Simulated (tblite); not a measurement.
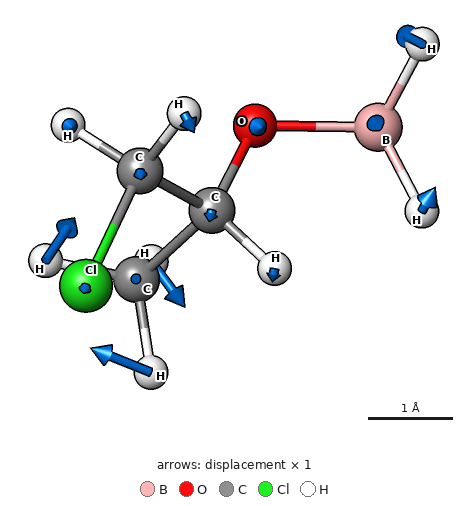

A relaxation of C₃H₈BClO. The starting structure is drawn; blue arrows show the displacements, at their true length. The two geometries are superimposed by the best rigid fit.

The picture is a ball-and-stick view, seen from a free direction.

These are results of tblite 0.8.0, GFN2-xTB geometry optimisation, gas phase, not measurements. 

Q: Atoms of which element are displaced furthest, and by how much?

A: Hydrogen: up to 0.90 Å, against 0.27 Å for oxygen.

Q: What did the optimiser do to the structure, and how much energy did it gain?

A: The energy falls by 1.426 eV in 96 geometry steps. An H atom moves most after the best rigid fit: 0.90 Å. Largest moves by element: H 0.90 Å, O 0.27 Å, B 0.26 Å, C 0.16 Å, Cl 0.13 Å. Among the contacts that change: B–O 1.475 → 1.323 Å, C–H 1.133 → 1.086 Å, B–H 1.208 → 1.171 Å, C–O 1.377 → 1.413 Å. Bond angles that change, for instance: B–O–C 114.0° → 124.9°, H–B–H 112.4° → 122.3°, O–C–C 114.5° → 106.8°. Groups turn about C–C by about 45°. Cost: 1.7 s on 1 thread of Intel(R) Xeon(R) Processor @ 2.50GHz, on a shared host.
